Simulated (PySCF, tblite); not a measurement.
**C2H8FN2Si radical: geometry, infrared bands and EPR parameters**

What infrared bands and EPR parameters should C2H8FN2Si radical (`CN(C)[Si](N)F`) show?

Computed with tblite 0.8.0 and PySCF 2.14.0, with density-fitted response routines of our own, on a single molecule in the gas phase. Atoms are numbered from 0 throughout.

## 1. Starting geometry

14 atoms, charge 0, multiplicity 2; geometry from: force field or distance geometry start.

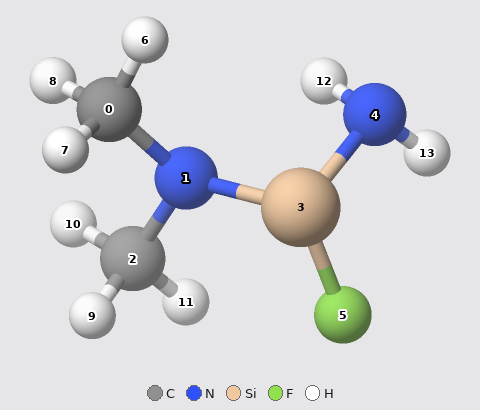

The starting geometry (carbon grey, nitrogen blue, silicon light orange, fluorine green, hydrogen white), atoms numbered.

## 2. Optimising the geometry with GFN2-xTB

The job: settings as JSON, then the geometry in Å.

```
{"job": {"kind": "relax", "xc": "GFN2-xTB", "basis": "xTB"}, "charge": 0, "multiplicity": 2}
C     -0.428300     1.561300     0.206800
N     -0.133300     0.145700     0.000900
C     -1.268900    -0.503600    -0.640300
Si     0.799700    -0.712300     1.169800
N      2.288100    -0.540600     0.389900
F      0.442300    -2.269300     0.974200
H      0.451500     2.129500     0.519200
H     -1.211100     1.710900     0.969100
H     -0.767200     2.027200    -0.725300
H     -2.137800    -0.585800     0.041500
H     -1.599100     0.061700    -1.530700
H     -1.028700    -1.507800    -1.002000
H      2.038000    -0.045100    -0.464300
H      2.554000    -1.472300     0.068900
```

Launch:

```bash
$ OMP_NUM_THREADS=1 python probes_run.py task.json out
```

This one command runs all jobs of the session in turn.

Output:

```text
step      E/eV     max force
  0    -562.51221    2.133
  1    -562.62903    0.758
  2    -562.67583    0.666
  3    -562.72681    0.722
  4    -562.79135    0.894
  5    -562.85694    0.823
  6    -562.90742    0.472
  7    -562.93830    0.414
  8    -562.95535    0.389
  9    -562.97848    0.378
 10    -562.99423    0.274
 11    -563.00253    0.213
 12    -563.00922    0.205
 13    -563.01411    0.197
 14    -563.01720    0.132
 15    -563.01942    0.123
 16    -563.02175    0.141
 17    -563.02484    0.194
 18    -563.02932    0.192
 19    -563.03530    0.186
 20    -563.04378    0.226
 21    -563.05267    0.330
 22    -563.06387    0.430
 23    -563.05418    0.894
 24    -563.07757    0.289
 25    -563.08140    0.175
 26    -563.09209    0.236
 27    -563.09541    0.226
 28    -563.10049    0.150
 29    -563.10340    0.147
 30    -563.10630    0.177
 31    -563.10847    0.178
 32    -563.11037    0.089
 33    -563.11175    0.153
 34    -563.11306    0.113
 35    -563.11421    0.113
 36    -563.11482    0.069
 37    -563.11517    0.039
 38    -563.11547    0.042
 39    -563.11562    0.033
 40    -563.11572    0.030
 41    -563.11583    0.031
 42    -563.11606    0.045
 43    -563.11655    0.065
 44    -563.11745    0.093
 45    -563.11876    0.099
 46    -563.12036    0.096
 47    -563.12210    0.104
 48    -563.12375    0.105
 49    -563.12619    0.111
 50    -563.12873    0.097
 51    -563.12985    0.094
 52    -563.12781    0.390
 53    -563.13122    0.068
 54    -563.13171    0.146
 55    -563.13300    0.113
 56    -563.13487    0.090
 57    -563.13553    0.096
 58    -563.13730    0.101
 59    -563.13856    0.074
 60    -563.13972    0.125
 61    -563.14048    0.112
 62    -563.14140    0.073
 63    -563.14212    0.045
 64    -563.14262    0.050
 65    -563.14284    0.035
 66    -563.14310    0.036
 67    -563.14332    0.045
 68    -563.14365    0.051
 69    -563.14411    0.076
 70    -563.14458    0.088
 71    -563.14495    0.083
 72    -563.14523    0.061
 73    -563.14558    0.052
 74    -563.14606    0.068
 75    -563.14667    0.077
 76    -563.14750    0.081
 77    -563.14877    0.113
 78    -563.15064    0.134
 79    -563.15261    0.164
 80    -563.15468    0.228
 81    -563.15704    0.156
 82    -563.15874    0.107
 83    -563.15999    0.106
 84    -563.16281    0.160
 85    -563.16579    0.224
 86    -563.16672    0.428
 87    -563.17027    0.177
 88    -563.17071    0.218
 89    -563.17249    0.088
 90    -563.17319    0.116
 91    -563.17411    0.127
 92    -563.17500    0.065
 93    -563.17554    0.099
 94    -563.17608    0.084
 95    -563.17671    0.060
 96    -563.17720    0.057
 97    -563.17754    0.083
 98    -563.17784    0.092
 99    -563.17808    0.063
100    -563.17823    0.031
101    -563.17831    0.026
102    -563.17838    0.033
103    -563.17851    0.029
104    -563.17874    0.036
105    -563.17901    0.044
106    -563.17925    0.048
107    -563.17944    0.062
108    -563.17964    0.078
109    -563.17985    0.047
110    -563.18017    0.042
111    -563.18027    0.069
112    -563.18035    0.028
113    -563.18042    0.018
114    -563.18052    0.017
115    -563.18059    0.013
116    -563.18062    0.015
117    -563.18065    0.016
118    -563.18069    0.017
119    -563.18073    0.021
120    -563.18080    0.026
121    -563.18087    0.026
122    -563.18097    0.025
123    -563.18109    0.040
124    -563.18125    0.043
125    -563.18138    0.058
126    -563.18145    0.026
127    -563.18152    0.018
128    -563.18156    0.012
129    -563.18158    0.007
```

It took 0.72 s on 1 thread of Arm Neoverse V1, shared host.

The steps of the relaxation: (not every step is listed)

```csv
step,energy from step 0 (eV),largest force (eV/Å)
0,0.0000,2.1332
1,-0.1168,0.7584
2,-0.1636,0.6659
3,-0.2146,0.7217
4,-0.2791,0.8936
5,-0.3447,0.8230
6,-0.3952,0.4717
7,-0.4261,0.4135
8,-0.4431,0.3889
19,-0.5231,0.1860
30,-0.5941,0.1766
41,-0.6036,0.0313
52,-0.6156,0.3897
63,-0.6299,0.0453
74,-0.6339,0.0681
85,-0.6536,0.2245
96,-0.6650,0.0573
107,-0.6672,0.0624
118,-0.6685,0.0170
124,-0.6690,0.0430
125,-0.6692,0.0577
126,-0.6692,0.0257
127,-0.6693,0.0184
128,-0.6694,0.0122
129,-0.6694,0.0066
```

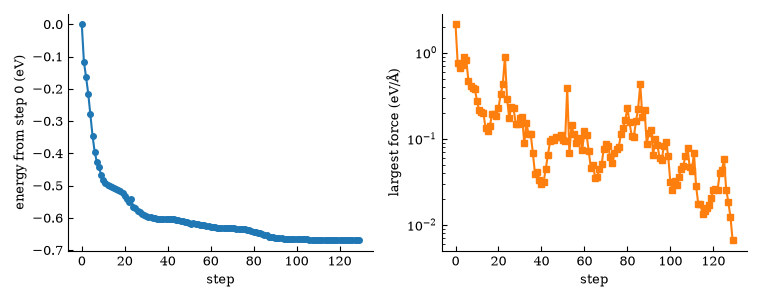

Energy and largest force along the relaxation.

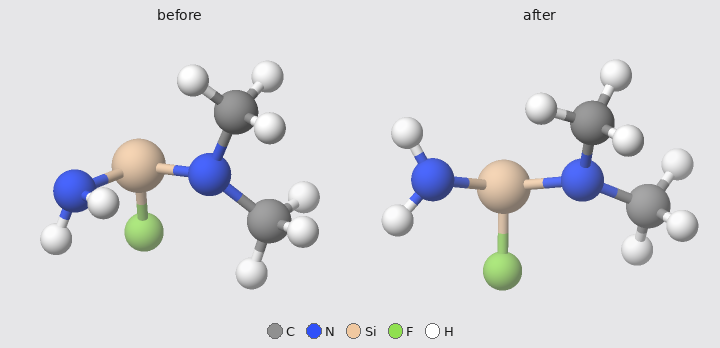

The geometry before (left) and after (right).

Close pairs (by a distance rule), those that changed most:

```csv
bond,before (Å),after (Å),change (Å)
Si3–N4,1.689,1.729,+0.040
Si3–F5,1.609,1.634,+0.024
C0–N1,1.461,1.437,-0.023
N1–C2,1.457,1.439,-0.018
N4–H12,1.019,1.005,-0.014
N4–H13,1.021,1.008,-0.013
C2–H10,1.105,1.093,-0.012
C2–H9,1.108,1.097,-0.010
```

The end geometry stands in the next job.

## 3. Infrared spectrum with GFN2-xTB

The job: settings as JSON, then the geometry in Å.

```
{"job": {"kind": "ir", "xc": "GFN2-xTB", "basis": "xTB"}, "charge": 0, "multiplicity": 2}
C     -0.327517     1.437350    -0.071058
N     -0.394533     0.002986    -0.133393
C     -1.720155    -0.492373    -0.391835
Si     0.745739    -0.960731     0.738957
N      2.339347    -0.377662     0.409159
F      0.695851    -2.380685    -0.067027
H      0.708133     1.742776     0.051301
H     -0.920803     1.846547     0.757184
H     -0.713671     1.858443    -1.003192
H     -2.432499    -0.190034     0.386228
H     -2.073575    -0.098184    -1.348452
H     -1.699510    -1.577173    -0.446212
H      2.797866     0.234224     1.061463
H      2.994649    -1.045958     0.034709
```

Output:

```text
mode    cm-1     km/mol
  1      56.3      1.24
  2     104.6     21.10
  3     148.9      0.76
  4     170.8      0.15
  5     202.1      0.44
  6     213.8     12.26
  7     243.1      2.85
  8     305.6     15.86
  9     312.0     12.95
 10     385.0      3.59
 11     498.5    158.98
 12     676.0     41.99
 13     737.2    122.27
 14     825.7    154.12
 15     888.4    142.97
 16    1036.3     92.70
 17    1057.4      1.94
 18    1084.8      0.23
 19    1130.0      2.57
 20    1215.7     23.76
 21    1294.2     38.09
 22    1414.3      0.66
 23    1424.9      0.71
 24    1476.5      0.77
 25    1485.1      6.89
 26    1494.4      4.35
 27    1505.2      2.02
 28    1510.3     53.84
 29    2883.5     59.29
 30    2891.0     99.24
 31    2956.8     11.64
 32    2960.4     97.22
 33    3042.5     24.92
 34    3048.8     22.00
 35    3467.3      6.96
 36    3529.5      0.55
```

It took 0.37 s on 1 thread of Arm Neoverse V1, shared host.

Which atoms move in the most intense modes:

```csv
cm⁻¹,km/mol,atoms
498,159.0,"H12 39 %, H13 38 %, N4 20 %"
737,122.3,"F5 41 %, Si3 29 %, H12 12 %"
826,154.1,"H12 33 %, H13 33 %, Si3 16 %, N4 10 %"
888,143.0,"N4 44 %, Si3 39 %"
1036,92.7,"H6 22 %, N1 18 %, C2 17 %, C0 17 %"
2884,59.3,H7 88 %
2891,99.2,H9 87 %
2960,97.2,"H8 59 %, H10 30 %"
```

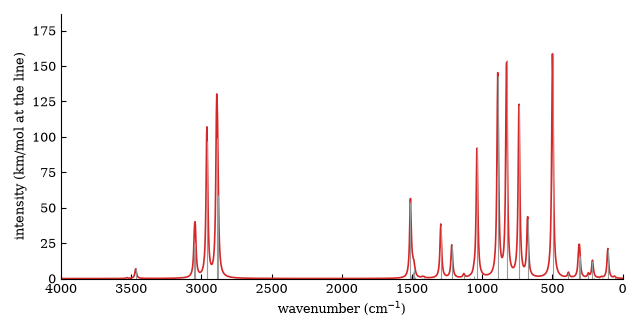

The infrared spectrum from these modes, unscaled. Lines are broadened to a width of 14 cm⁻¹ (Lorentzian).

## 4. EPR parameters: B3LYP/pcH-1

Same as in step 3 but for these lines:

```diff
@@ -1,2 +1,2 @@
-{"job": {"kind": "ir", "xc": "GFN2-xTB", "basis": "xTB"}, "charge": 0, "multiplicity": 2}
+{"job": {"kind": "epr", "basis": "pcH-1"}, "charge": 0, "multiplicity": 2}
 C     -0.327517     1.437350    -0.071058
```

With the program's defaults for keys left out, this is: UKS B3LYP, pcH-1 on C F H N Si, non-relativistic, mean-field spin-orbit, GIAO.

Output:

```text
UKS, coarse grid
  cycle   1  E = -579.84658601  |g| = 5.56e-01
  cycle   2  E = -579.69471646  |g| = 8.72e-01
  cycle   3  E = -579.95882635  |g| = 5.46e-02
  cycle   4  E = -579.95961448  |g| = 3.24e-02
  cycle   5  E = -579.95999366  |g| = 1.03e-02
  cycle   6  E = -579.96003592  |g| = 3.56e-03
  cycle   7  E = -579.96004197  |g| = 1.08e-03
  cycle   8  E = -579.96004212  |g| = 5.20e-04
UKS, final grid
  cycle   1  E = -579.95999957  |g| = 9.67e-04
  cycle   2  E = -579.95999896  |g| = 1.66e-03
  cycle   3  E = -579.95999987  |g| = 7.58e-05
  cycle   4  E = -579.95999987  |g| = 2.20e-05
E = -579.95999987 Eh   <S^2> = 0.7527 (exact 0.7500)
g shifts (ppm)      1          2          3
  rmc          -196       -196       -196
  gc             97         28         94
  oz_so       -1313        -25        412
  total       -1413       -193        310
hyperfine (MHz)  atom isotope    a_iso     a_fc   dipolar eigenvalues
    0   13C      -6.26      -6.26     -1.16     -0.79      1.96
    1   14N      23.52      23.51    -11.30    -11.12     22.42
    2   13C      -6.01      -6.01     -1.07     -0.73      1.79
    3  29Si    -756.09    -756.80   -107.35     51.23     56.12
    4   14N      23.17      23.16     -6.76     -6.38     13.14
    5   19F     240.06     239.18    -97.58    -89.39    186.96
    6    1H       0.25       0.24     -2.94     -1.09      4.03
    7    1H      11.66      11.66     -2.80     -1.49      4.29
    8    1H      15.65      15.65     -2.36     -1.20      3.56
    9    1H       9.91       9.91     -2.86     -1.48      4.34
   10    1H      15.36      15.36     -2.33     -1.27      3.60
   11    1H       0.17       0.17     -3.20     -1.29      4.49
   12    1H      -7.99      -8.00     -9.11     -4.31     13.43
   13    1H      -1.35      -1.37     -9.03     -2.25     11.28
```

It took 49 s on 1 thread of Arm Neoverse V1, shared host; peak memory 0.92 GiB.

Principal g values 2.00091, 2.00213, 2.00263; g(iso) = 2.00189, against 2.00232 for a free electron.

Mean a(iso) over the nuclei that a row names, and the largest dipolar term of the row (other rows stand at the frozen geometry):

```csv
nuclei,isotope,a(iso) (MHz),"a(iso) (G, at g = 2.0023)",largest dipolar term (MHz)
Si3,29Si,-756.1,-269.8,-107.4
F5,19F,240.1,85.7,187.0
N1,14N,23.5,8.4,22.4
N4,14N,23.2,8.3,13.1
"H6, H7, H8, H9, H10, H11",1H,8.8,3.2,4.5
"C0, C2",13C,-6.1,-2.2,2.0
"H12, H13",1H,-4.7,-1.7,13.4
```

Mulliken spin populations:

C0 -0.01; N1 0.17; C2 -0.01; Si3 0.69; N4 0.10; F5 0.03; H6 0.00; H7 0.01; H8 0.01; H9 0.01; H10 0.01; H11 0.00; H12 0.00; H13 0.01

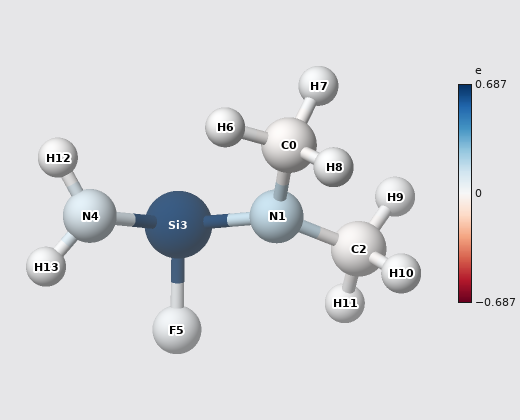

Mulliken spin populations, as colours on the atoms.

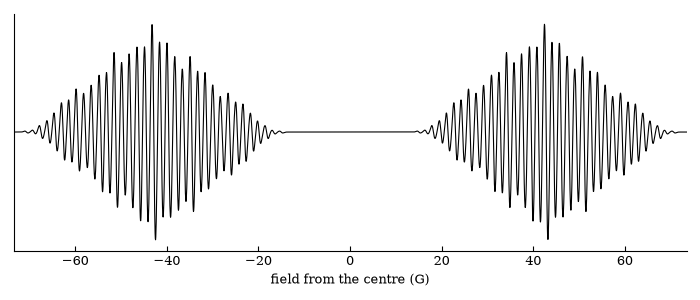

First-order isotropic spectrum (first derivative, main isotopes with spin only, couplings over 0.8 MHz, Gaussian width 0.4 G; couplings of the frozen geometry, rotation of groups not averaged beyond the rows shown).

Orbitals, density, ELF and potential are computed afterwards from the orbital file.

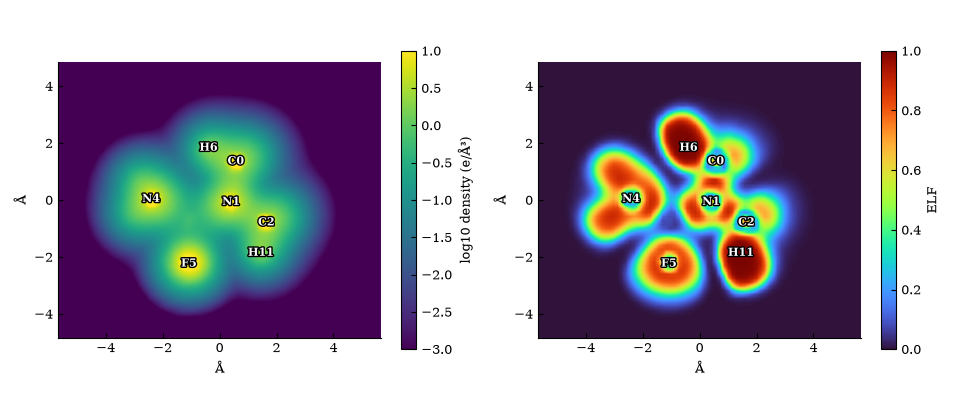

Density (left) and ELF (right) in a plane through or near 7 of the atoms.

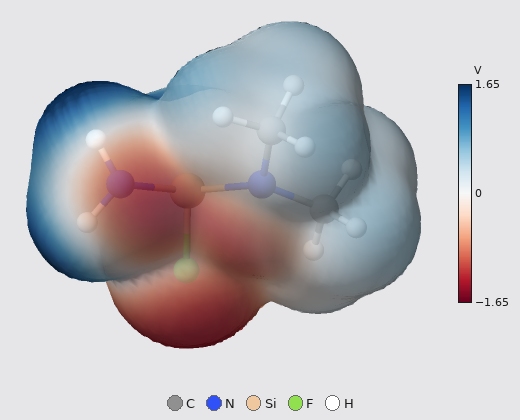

The potential that a unit positive charge feels on the 0.002 e/bohr³ surface, from -1.33 V near F5 to 1.65 V near H12.

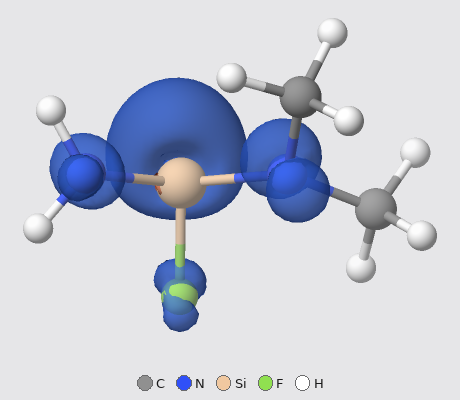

Spin density at ±0.05 e/Å³ (alpha excess blue, beta excess red).

## 5. What came out

```
                                 quantity                    value
strongest single infrared mode (GFN2-xTB)     498 cm⁻¹, 159 km/mol
             zero-point energy (GFN2-xTB)            68.2 kcal/mol
                           g(iso) (B3LYP)                  2.00189
                                     ⟨S²⟩       0.753 (exact 0.75)
       largest a(iso) (averaged by class)  29Si on Si3, -756.1 MHz
    surface potential, least and greatest       -1.33 V and 1.65 V
```

**Reading.** The optimisation took 129 steps and gained 0.669 eV; among the close pairs (by a distance rule), Si3–N4 changed most, from 1.689 to 1.729 Å. All 36 modes are real, so the xTB geometry is a minimum. The strongest single mode, at 498 cm⁻¹, moves mainly H12 and H13. Unscaled tight-binding wavenumbers are off by several per cent, some by more. Its intensities can rank the bands wrongly. Si3 carries the largest spin population, 0.69 e. The isotropic g lies 0.4 ppt below the free-electron value.
